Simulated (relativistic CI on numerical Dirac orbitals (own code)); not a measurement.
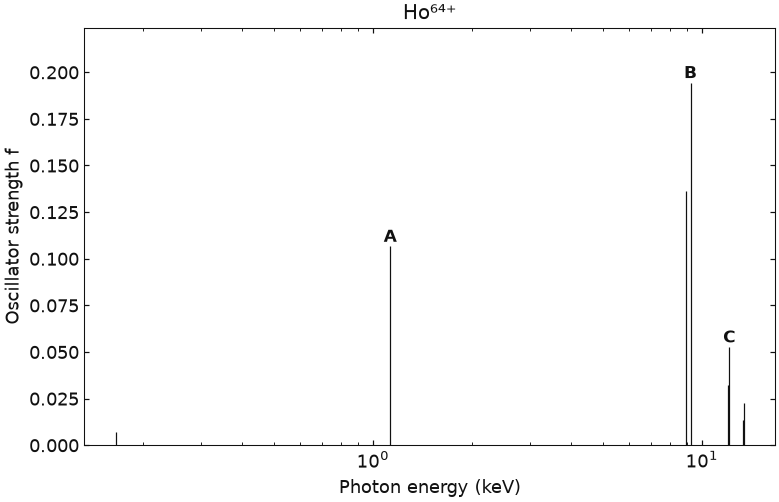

Figure 1. Absorption lines from the lowest level (oscillator strengths f) for Ho⁶⁴⁺ (holmium, Z = 67). A: 2p ²P°₃/₂ ← 2s ²S₁/₂, 1.127 keV, f = 0.11; B: 3p ²P°₃/₂ ← 2s ²S₁/₂, 9.222 keV, f = 0.19; C: 4p ²P°₃/₂ ← 2s ²S₁/₂, 12.08 keV, f = 0.053. The strongest, B, lies in the X-ray region.

## Ho⁶⁴⁺: relativistic CI calculation

- system: Ho⁶⁴⁺.
- method: Dirac-Coulomb-Breit CI, KLI orbitals optimised for each configuration, model QED (radiative potential, 1s self-energy scaled to tabulated hydrogen-like ionisation energies) (relativistic CI on numerical Dirac orbitals, in-house)

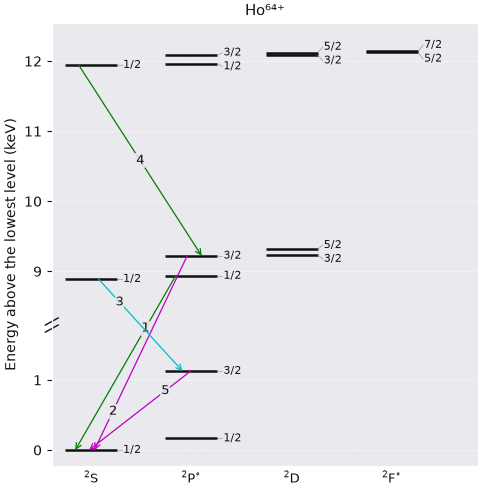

Figure 2. Levels of Ho⁶⁴⁺ with 5 numbered transitions. Rates are at computed energies, in the length gauge.

```csv
No.,Upper,Lower,Type,λ (vacuum),A (s⁻¹)
1,3p ²P°₁/₂,2s ²S₁/₂,E1,0.1388 nm,4.7×10¹⁴
2,3p ²P°₃/₂,2s ²S₁/₂,E1,0.1344 nm,3.6×10¹⁴
3,3s ²S₁/₂,2p ²P°₃/₂,E1,0.1597 nm,1.4×10¹⁴
4,4s ²S₁/₂,3p ²P°₃/₂,E1,0.4556 nm,3.9×10¹³
5,2p ²P°₃/₂,2s ²S₁/₂,E1,1.101 nm,2.9×10¹²
```

Line 1 has the largest rate; it falls in the X-ray region.

Input and output of the run follow.

**The input**
```
atom Ho  Z=67  charge=64  electrons=3
nucleus A=165  rms_radius_fm=5.2022
hamiltonian dirac-coulomb  breit=on  qed=on  c_scale=1
orbitals kli  potential=per-configuration
slater_scale 1
correlation none
mixing on
configurations
  [He] 2s
  [He] 2p
  [He] 3s
  [He] 3p
  [He] 3d
  [He] 4s
  [He] 4p
  [He] 4d
  [He] 4f
  [He] 5s
  [He] 5p
  [He] 5d
  [He] 5f
  [He] 5g
end
```

The program writes its results to a structured record and prints no log; tables and figures of this report are taken from that record.

**The lowest 24 levels**

| Configuration | Level | E (keV) | LS purity (%) | Landé g | Lifetime (s; – stable or not computed) |
| --- | --- | --- | --- | --- | --- |
| 2s | ²S₁/₂ | 0 | 100 | 1.961 | – |
| 2p | ²P°₁/₂ | 0.1651 | 100 | 0.625 | 1.2×10⁻¹⁰ |
| 2p | ²P°₃/₂ | 1.127 | 100 | 1.303 | 3.4×10⁻¹³ |
| 3s | ²S₁/₂ | 8.890 | 100 | 1.984 | 5.3×10⁻¹⁵ |
| 3p | ²P°₁/₂ | 8.935 | 100 | 0.648 | 2.1×10⁻¹⁵ |
| 3p | ²P°₃/₂ | 9.222 | 100 | 1.320 | 2.8×10⁻¹⁵ |
| 3d | ²D₃/₂ | 9.234 | 100 | 0.786 | 7.9×10⁻¹⁶ |
| 3d | ²D₅/₂ | 9.317 | 100 | 1.188 | 8.7×10⁻¹⁶ |
| 4s | ²S₁/₂ | 11.94 | 100 | 1.992 | 7.8×10⁻¹⁵ |
| 4p | ²P°₁/₂ | 11.96 | 100 | 0.656 | 3.6×10⁻¹⁵ |
| 4p | ²P°₃/₂ | 12.08 | 100 | 1.326 | 4.5×10⁻¹⁵ |
| 4d | ²D₃/₂ | 12.09 | 100 | 0.792 | 1.8×10⁻¹⁵ |
| 4d | ²D₅/₂ | 12.12 | 100 | 1.193 | 2.0×10⁻¹⁵ |
| 4f | ²F°₅/₂ | 12.12 | 100 | 0.850 | 3.9×10⁻¹⁵ |
| 4f | ²F°₇/₂ | 12.14 | 100 | 1.136 | 4.0×10⁻¹⁵ |
| 5s | ²S₁/₂ | 13.34 | 100 | 1.996 | 1.2×10⁻¹⁴ |
| 5p | ²P°₁/₂ | 13.34 | 100 | 0.660 | 6.2×10⁻¹⁵ |
| 5p | ²P°₃/₂ | 13.41 | 100 | 1.329 | 7.6×10⁻¹⁵ |
| 5d | ²D₃/₂ | 13.41 | 100 | 0.795 | 3.5×10⁻¹⁵ |
| 5d | ²D₅/₂ | 13.43 | 100 | 1.196 | 3.9×10⁻¹⁵ |
| 5f | ²F°₅/₂ | 13.43 | 100 | 0.852 | 7.4×10⁻¹⁵ |
| 5g | ²G₇/₂ | 13.43 | 100 | 0.884 | 1.3×10⁻¹⁴ |
| 5f | ²F°₇/₂ | 13.43 | 100 | 1.139 | 7.7×10⁻¹⁵ |
| 5g | ²G₉/₂ | 13.44 | 100 | 1.107 | 1.3×10⁻¹⁴ |

**Results in brief**

```
           quantity                      value
            outcome                  converged
       lowest level                   2s ²S₁/₂
first excited level  2p ²P°₁/₂, 1,331,450 cm⁻¹
  ionisation energy               15744.654 eV
    levels computed                         24
     SCF iterations                         84
           hardware  1 CPU thread, shared host
          wall time                     0.57 s
```

**Notes**

To bear in mind: only a limited list of configurations is included, so lower levels can be missing.
